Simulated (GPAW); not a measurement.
# Surface energy and work function of Au(111) from slabs of 3 to 12 layers (LDA)

How do energy and work function of Au(111) films settle with thickness, and what surface energy follows?

How it was computed: GPAW 26.7.0, plane waves at 450 eV with PAW setups; symmetric 1×1 slabs cut at the tabulated lattice constant (two decimals; low-temperature values for the alkali metals), atoms at bulk places, 7.5 Å of vacuum on each side, one in-plane mesh for all thicknesses, Fermi-Dirac smearing of 0.1 eV. Energies are extrapolated to zero smearing and count from the program's reference atoms. Functional LDA. The cell's area is 7.208 Å².

What came out, but for one run:

| layers | energy (eV) | work function (eV) |
| --- | --- | --- |
| 3 | −12.0238 | 5.63 |
| 4 | −16.3763 | 5.57 |
| 5 | −20.7280 | 5.59 |
| 6 | −25.0665 | 5.54 |
| 7 | −29.4201 | 5.57 |
| 8 | −33.7607 | 5.56 |
| 9 | −38.1223 | 5.57 |
| 10 | −42.4569 | 5.56 |
| 11 | −46.8206 | 5.56 |
| 12 | ? | ? |

To predict: What surface energy do these runs give, and what energy and work function should the 12-layer slab have?

**Working.** A slab of n layers has E(n) = nε + 2Aγ once its middle is bulk-like. A line through n = 6 to 11 has the slope ε = −4.3498 eV a layer and the intercept 2Aγ = 1.0320 eV (r.m.s. residual 5.6 meV). So γ = 1.0320 / (2 × 7.208 Å²) = 0.0716 eV/Å² = 1.15 J/m², with a standard error of about 0.02 J/m² from the scatter about the line. For 12 layers: 1.0320 + 12 × (−4.3498) = −51.165 eV; the run gives −51.157 eV, 8.2 meV over the line. The work function has no such law: from 6 to 11 layers it moves between 5.54 and 5.57 eV (mean 5.56), and the 12-layer slab gives 5.57 eV. The thinnest slab, 3 layers, lies +0.07 eV from that mean. The values go up and down with thickness, as expected where levels confined across the film cross the Fermi level one by one. The measured value for this face is 5.33 eV (“Properties of real metallic surfaces: Effects of density functional semilocality and van der Waals nonlocality” (2017, arxiv:1702.08515)), for a face that reconstructs.

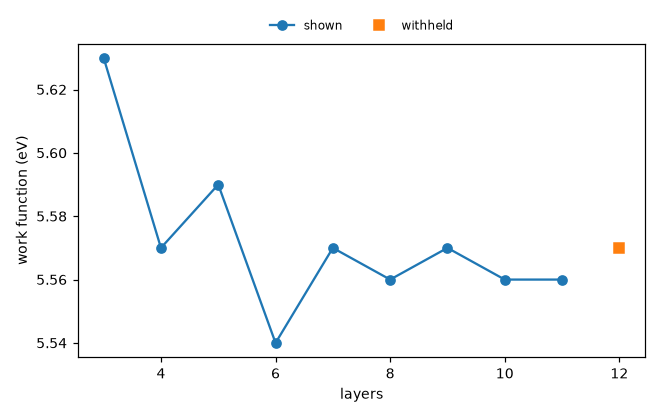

Work function against thickness.

Caveats: The surfaces are unrelaxed, so γ is an upper bound for this functional and lattice constant. The tabulated lattice constant isn't the functional's own, which strains the slab a little. Spin-orbit coupling is left out.
